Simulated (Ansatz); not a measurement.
# BHLYP/cc-pVDZ run of C2H6Si (SMILES CC[SiH])

Aim: the vertical singlet–triplet gap of C2H6Si at BHLYP/cc-pVDZ, from 2 runs. 

The results are computed with Ansatz 0.2.0.

60 further runs of the same task are left out: 60 set aside as unsound or not needed.

**1. The structure to begin with**

C2H6Si has 9 atoms, charge 0, and is taken as a singlet. As SMILES, `CC[SiH]`. The coordinates come from a PBE0-D4/def2-TZVP relaxation. This is one conformer, not always the lowest.

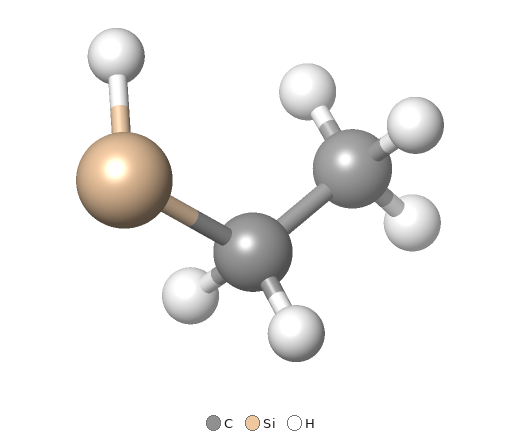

The structure, seen from a chosen angle (carbon grey, silicon light orange, hydrogen white).

**2. The energy at BHLYP/cc-pVDZ**

Input file run.yaml:

```yaml
crystal:
  periodic: [false, false, false]
  atoms:
    - {symbol: C, position_ang: [-0.593600, 0.495600, -0.562700]}
    - {symbol: C, position_ang: [0.423400, -0.563800, -0.158900]}
    - {symbol: Si, position_ang: [1.475100, -0.358700, 1.398700]}
    - {symbol: H, position_ang: [-1.208900, 0.173100, -1.407700]}
    - {symbol: H, position_ang: [-0.098000, 1.423000, -0.860500]}
    - {symbol: H, position_ang: [-1.258400, 0.736300, 0.269500]}
    - {symbol: H, position_ang: [1.051000, -0.864800, -1.004300]}
    - {symbol: H, position_ang: [-0.103000, -1.497700, 0.133400]}
    - {symbol: H, position_ang: [0.401100, 0.410600, 2.175300]}
basis:
  gaussian: {orbitals: cc-pVDZ}
hamiltonian: {xc: {name: BHLYP}}
accuracy: high
output: {orbitals: {seedname: orbitals}}
```

On the command line:

```sh
$ ansatz run run.yaml --threads 1 --pin off --max-ram 3480MiB --events-out events.jsonl --progress --plain --runs-dir runs
```

Log:

```text
Warning: RAYON_NUM_THREADS=1 ignored (pool sized by the plan → 1); use --threads N
Functional definition: BHLYP
  name "BHLYP"
  parameter a = 0.5
  exchange = (1 - a)*b88_x + a*exact_x
  correlation = lyp_c
1848 factors; integrals over basis functions are off by at most 3.7e-9 eV
mean field evaluation 1: about -10042.1956 eV, gradient 4.0e1 eV
mean field evaluation 2: about -10042.4264 eV, gradient 3.8e1 eV
mean field evaluation 4: about -10046.2171 eV, gradient 9.3e-1 eV
mean field evaluation 8: about -10046.2178 eV, gradient 6.9e-3 eV
mean field evaluation 16: about -10046.2178 eV, gradient 3.9e-6 eV
mean field -10046.21777443 eV, -369.1916936392 hartree, gradient 5.3e-8 eV, S^2 0.000000; 0 other end points of the search recorded, 0 dependent functions left out
reference -10046.21780095 eV, -369.1916946138 hartree; 16, 16 occupied and 60, 60 virtual orbitals, 1848 factors
Total energy: -10046.21780095 eV, -369.1916946138 hartree
```

Run time: 6 s. Hardware: 1 thread of Arm Neoverse V1, shared host; peak memory 0.23 GiB.

**3. The triplet, same level**

Input file job.yaml:

```yaml
crystal:
  periodic: [false, false, false]
  atoms:
    - symbol: C
      position_ang: [-0.593600, 0.495600, -0.562700]
    - symbol: C
      position_ang: [0.423400, -0.563800, -0.158900]
    - symbol: Si
      position_ang: [1.475100, -0.358700, 1.398700]
    - symbol: H
      position_ang: [-1.208900, 0.173100, -1.407700]
    - symbol: H
      position_ang: [-0.098000, 1.423000, -0.860500]
    - symbol: H
      position_ang: [-1.258400, 0.736300, 0.269500]
    - symbol: H
      position_ang: [1.051000, -0.864800, -1.004300]
    - symbol: H
      position_ang: [-0.103000, -1.497700, 0.133400]
    - symbol: H
      position_ang: [0.401100, 0.410600, 2.175300]
basis:
  gaussian:
    orbitals: cc-pVDZ
magnetization:
  spin_polarized: true
  initial_magnetization: 2
hamiltonian:
  xc: {name: BHLYP}
accuracy: high
output: {orbitals: {seedname: orbitals}}
```

On the command line:

```sh
$ ansatz run job.yaml --threads 1 --pin off --max-ram 3480MiB --events-out events.jsonl --progress --plain --runs-dir runs
```

Log:

```text
Warning: RAYON_NUM_THREADS=1 ignored (pool sized by the plan → 1); use --threads N
[... 5 set-up lines as earlier in the session ...]
1848 factors; integrals over basis functions are off by at most 3.7e-9 eV
mean field evaluation 1: about -10040.6719 eV, gradient 2.8e1 eV
mean field evaluation 2: about -10040.4584 eV, gradient 2.8e1 eV
mean field evaluation 4: about -10044.8169 eV, gradient 8.8e-1 eV
mean field evaluation 8: about -10044.8694 eV, gradient 3.2e-2 eV
mean field evaluation 16: about -10044.8694 eV, gradient 3.3e-4 eV
mean field -10044.86942045 eV, -369.1421425445 hartree, gradient 1.0e-7 eV, S^2 2.002536; 0 other end points of the search recorded, 0 dependent functions left out
reference -10044.86944704 eV, -369.1421435215 hartree; 17, 15 occupied and 59, 61 virtual orbitals, 1848 factors
Total energy: -10044.86944704 eV, -369.1421435215 hartree
```

Wall time 12 s (1 thread of Arm Neoverse V1, shared host); peak memory 0.32 GiB.

**4. Summary of results**

At BHLYP/cc-pVDZ:

| quantity | value |
| --- | --- |
| singlet: total energy | -369.19169 Eh |
| singlet: HOMO energy | -7.11 eV |
| singlet: LUMO energy | -1.42 eV |
| singlet: HOMO–LUMO gap | 5.69 eV |
| triplet: total energy | -369.14214 Eh |
| triplet: HOMO energy (highest over α and β) | -5.77 eV |
| triplet: LUMO energy (lowest over α and β) | -2.78 eV |
| triplet: ⟨S²⟩ | 2.003 |
| vertical energy of the triplet above the singlet | 1.348 eV |

**Reading.** At this shape the triplet lies 1.35 eV (31 kcal/mol) above the singlet.
